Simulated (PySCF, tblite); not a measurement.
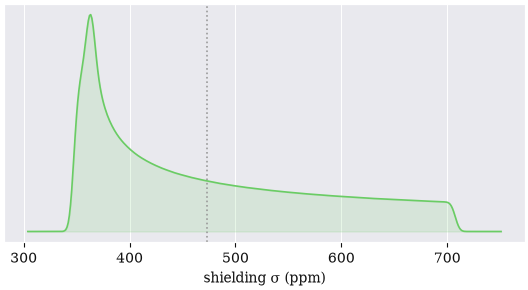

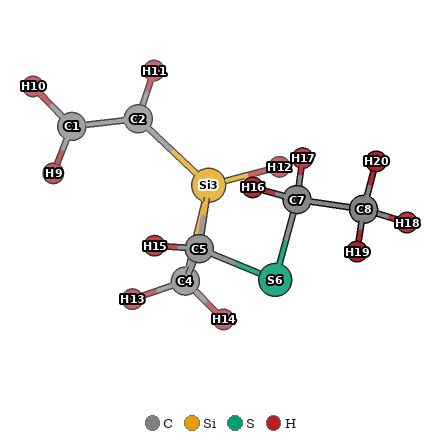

Static powder pattern (²⁹Si) from GIAO shielding tensors of C₆H₁₂SSi, SMILES C=C[Si@@H]1C[C@H]1SCC, PBE0/pcSseg-1, PySCF, at a GFN2-xTB geometry (a minimum by its frequencies); absolute shielding, one fixed geometry of the isolated molecule without any motion, no dipolar terms. The dotted line is the isotropic value; skew is 3(σiso − σ22)/span.

The pattern belongs to Si3. Give the principal values, span and skew.

Answer. Si3: σ11, σ22, σ33 = 347, 363, 708 ppm, isotropic 473, span 360 ppm, skew 0.91.

Note: the tight-binding geometry is rougher than a DFT one and adds to the error; one conformer of a flexible molecule.
